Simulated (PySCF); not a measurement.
C₂H₈OSi

The calculation's input:

```
{"job": {"kind": "sp", "xc": "wB97X", "basis": "def2-TZVP", "d3": "d3bj", "grid": 2}, "charge": 0, "multiplicity": 1}
C     -1.775933     0.617134     0.440157
C     -0.649588    -0.095942    -0.269008
O      0.563008     0.162371     0.397668
Si     2.037209    -0.413125    -0.113143
H     -2.735018     0.425320    -0.064015
H     -1.852999     0.273066     1.482154
H     -1.597195     1.702525     0.451190
H     -0.847919    -1.185757    -0.296717
H     -0.590161     0.243041    -1.322479
H      2.352410     0.074557    -1.493763
H      2.051171    -1.910594    -0.133666
H      3.050176     0.093013     0.850885
```

Command:

```sh
OMP_NUM_THREADS=1 python redox_run.py task.json out
```

Geometry: PBE0-D3(BJ)/def2-SVP.

The calculation used DFT single point, gas phase, functional wB97X (PySCF 2.14.0, density-fitted response routines).

### What can the converged electron density and electron localisation function tell about the bonding?

C–O (1.41 Å): ρ is about 2 e/Å³ halfway, with its minimum of 1.7 e/Å³ about 0.5 Å from C; the ELF peaks at about 0.85 between the atoms; a shared but strongly polarised pair.
C–C (1.51 Å): ρ is about 1.8 e/Å³ halfway; the ELF peaks at about 0.95 between the atoms; a shared electron pair.
Si–O (1.66 Å): ρ at the midpoint is about 1.1 e/Å³; the ELF peaks at about 0.85 between the atoms: a polar covalent bond.
C–H (1.10 Å): the density is about 1.9 e/Å³ at the midpoint; the ELF climbs to about 1 towards the hydrogen, as it does in any bond to H (an ordinary covalent bond to hydrogen).

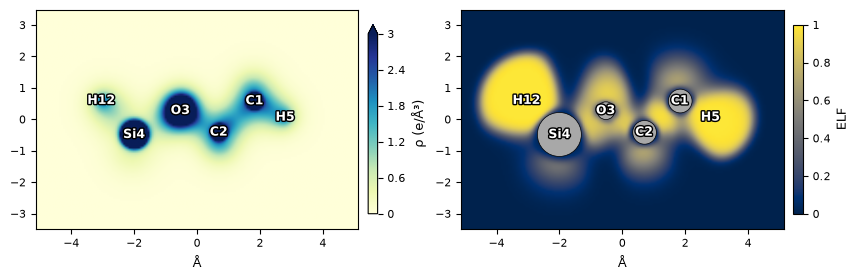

Computed electron density and electron localisation function on the plane of atoms C2, C1 and H5, in this order. Grey discs cover the atomic cores in the ELF map. 
